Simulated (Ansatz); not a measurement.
**N2H (SMILES [N]=N): levels of theory compared**

Wanted: a comparison of 6 runs (UHF/STO-3G, U-r2SCAN0/STO-3G, U-wB97X/STO-3G, USVWN5/STO-3G, UMP2/STO-3G, UCCSDTQ/STO-3G) of N2H. 

Program for the calculation: Ansatz 0.2.0.

34 further runs of the same task are left out: 34 set aside as unsound or not needed.

### Step 1. The molecule

N2H has 3 atoms, charge 0, and is taken as a doublet. As SMILES, `[N]=N`. The H3–N2 distance was set to 2.074 Å, away from the relaxed value. At this shape a bond of the SMILES string is far longer than usual.

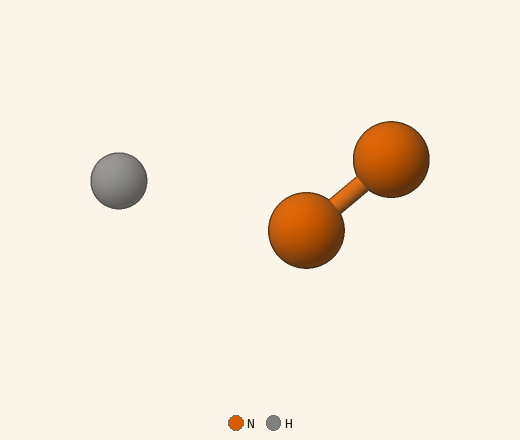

Viewed from a chosen angle; nitrogen orange, hydrogen grey.

### Step 2. A single-point energy at UHF/STO-3G (run 1)

Input file run.yaml:

```yaml
crystal:
  periodic: [false, false, false]
  atoms:
    - {symbol: "N", position_ang: [0.944082, -1.651606, 0.344959]}
    - {symbol: N, position_ang: [-0.014288, -1.196546, -0.133001]}
    - {symbol: H, position_ang: [-0.472040, 0.825820, -0.172480]}
basis:
  gaussian:
    orbitals: STO-3G
magnetization:
  spin_polarized: true
  initial_magnetization: 1
hamiltonian:
  xc: hf
accuracy: high
```

Command:

```
ansatz run run.yaml --threads 1 --pin off --max-ram 2610MiB --events-out events.jsonl --progress --plain --runs-dir runs
```

Standard output:

```text
Warning: RAYON_NUM_THREADS=1 ignored (pool sized by the plan → 1); use --threads N
Functional definition: HF
  name "HF"
  exchange = exact_x
  correlation = 0
167 factors; integrals over basis functions are off by at most 1.5e-8 eV
mean field evaluation 1: about -2936.8051 eV, gradient 7.1e0 eV
mean field evaluation 2: about -2936.8274 eV, gradient 7.1e0 eV
mean field evaluation 4: about -2937.6760 eV, gradient 2.0e0 eV
mean field evaluation 8: about -2937.6964 eV, gradient 2.3e-1 eV
mean field evaluation 16: about -2937.8496 eV, gradient 6.7e-4 eV
mean field -2937.84955688 eV, -107.9639798694 hartree, gradient 7.8e-8 eV, S^2 1.133263; 0 other end points of the search recorded, 0 dependent functions left out
reference -2937.84955688 eV, -107.9639798694 hartree; 8, 7 occupied and 3, 4 virtual orbitals, 167 factors
Total energy: -2937.84955688 eV, -107.9639798694 hartree
```

Wall time 0.06 s (1 thread of Arm Neoverse V1, shared host).

### Step 3. A single-point energy at U-r2SCAN0/STO-3G (run 2)

Input file in.yaml:

```yaml
crystal:
  periodic: [false, false, false]
  atoms:
    - {symbol: "N", position_ang: [0.944082, -1.651606, 0.344959]}
    - {symbol: "N", position_ang: [-0.014288, -1.196546, -0.133001]}
    - {symbol: H, position_ang: [-0.472040, 0.825820, -0.172480]}
basis:
  gaussian: {orbitals: STO-3G}
hamiltonian: {xc: {name: r2SCAN0}}
magnetization: {spin_polarized: true, initial_magnetization: 1}
accuracy: high
```

Command:

```
ansatz run in.yaml --threads 1 --pin off --max-ram 2610MiB --events-out events.jsonl --progress --plain --runs-dir runs
```

Standard output:

```text
Warning: RAYON_NUM_THREADS=1 ignored (pool sized by the plan → 1); use --threads N
Functional definition: r2SCAN0
  name "r2SCAN0"
  parameter a = 0.25
  parameter k0 = 0.174
  parameter k1 = 0.065
  parameter a1 = 4.9479
  exchange = (1 - a)*r2scan_x(k0 = k0, k1 = k1, a1 = a1) + a*exact_x
  correlation = r2scan_c
167 factors; integrals over basis functions are off by at most 1.5e-8 eV
mean field evaluation 1: about -2951.4019 eV, gradient 4.7e0 eV
mean field evaluation 2: about -2951.7066 eV, gradient 2.8e0 eV
mean field evaluation 4: about -2951.7522 eV, gradient 1.6e-1 eV
mean field evaluation 8: about -2951.7158 eV, gradient 2.4e-2 eV
mean field evaluation 16: about -2951.7159 eV, gradient 1.6e-5 eV
mean field -2951.71586294 eV, -108.4735572183 hartree, gradient 3.5e-8 eV, S^2 0.752815; 0 other end points of the search recorded, 0 dependent functions left out
reference -2951.71586336 eV, -108.4735572336 hartree; 8, 7 occupied and 3, 4 virtual orbitals, 167 factors
Total energy: -2951.71586336 eV, -108.4735572336 hartree
```

Wall time 2.2 s (1 thread of Arm Neoverse V1, shared host); peak memory 0.14 GiB.

Runs 3 to 5 aren't shown in full; the table further down has their settings and results.

### Step 4. A single-point energy at UCCSDTQ/STO-3G (run 6)

Input file molecule.yaml:

```yaml
crystal:
  periodic: [false, false, false]
  atoms:
    - {symbol: "N", position_ang: [0.944082, -1.651606, 0.344959]}
    - {symbol: "N", position_ang: [-0.014288, -1.196546, -0.133001]}
    - {symbol: H, position_ang: [-0.472040, 0.825820, -0.172480]}
basis:
  gaussian:
    orbitals: STO-3G
magnetization:
  spin_polarized: true
  initial_magnetization: 1
correlation:
  method: ccsdtq
  frozen_orbitals: {H: 0, "N": 1}
accuracy: high
scf:
  omitted_lower_state_checks: [cluster_reference, increment]
```

Command:

```
ansatz run molecule.yaml --threads 1 --pin off --max-ram 2610MiB --events-out events.jsonl --progress --plain --runs-dir runs
```

Standard output, shortened:

```text
Warning: RAYON_NUM_THREADS=1 ignored (pool sized by the plan → 1); use --threads N
[... 2 set-up lines as earlier in the session ...]
[...]
167 factors; integrals over basis functions are off by at most 1.5e-8 eV
[...]
mean field -2937.84955688 eV, -107.9639798694 hartree, gradient 7.8e-8 eV, S^2 1.133263; 0 other end points of the search recorded, 0 dependent functions left out
2 core orbitals not correlated: weight in the atoms' cores, before any rotation towards them, 1.000 or more for the frozen orbitals, at most 0.000 for the correlated occupied ones
reference -2937.84955688 eV, -107.9639798694 hartree; 6, 5 occupied and 3, 4 virtual orbitals, 167 factors
second order -3.41236732 eV of doubles, -0.00000000 eV of singles
cycle   1  -3.50530326 eV  change   -9.3e-2 eV  update   1.2e-1
[...]
cycle  28  -4.66076799 eV  change  -1.8e-10 eV  update  7.5e-10
Total energy: -2942.51032487 eV, -108.1352599340 hartree
Checks for a lower state left out: cluster_reference, increment
```

Run time: 34 s. Hardware: 1 thread of Arm Neoverse V1, shared host; peak memory 0.42 GiB.

### Step 5. All runs side by side

```csv
run,level,frozen core orbitals,energy (Eh),⟨S²⟩,wall time
1,UHF/STO-3G,–,-107.963980,1.133,0.06 s
2,U-r2SCAN0/STO-3G,–,-108.473557,0.753,2.2 s
3,U-wB97X/STO-3G,–,-108.512175,0.752,3.9 s
4,USVWN5/STO-3G,–,-107.609699,0.751,0.44 s
5,UMP2/STO-3G,2,-108.089382,1.133,0.06 s
6,UCCSDTQ/STO-3G,2,-108.135260,1.133,34 s
```

### Step 6. Results

| quantity | value |
| --- | --- |
| run 6: total energy | -108.13526 Eh |
| run 6: correlation energy (2 core orbitals frozen) | -171.3 mEh |
| run 6: ⟨S²⟩ of the reference determinant | 1.133 |
| run 6: T1 diagnostic | 0.077 |

**Reading.** Below the UHF energy at the same shape and in the same basis (STO-3G): UMP2 -125.4 mEh; UCCSDTQ -171.3 mEh. Totals of different functionals can't be ranked against each other. In runs 1, 2, 3, 4, 5, 6 the basis is minimal, so the values are rough. Spin contamination of the reference: run 1 ⟨S²⟩ = 1.13, run 5 ⟨S²⟩ = 1.13, run 6 ⟨S²⟩ = 1.13. All runs together took 41 s, the longest 34 s.
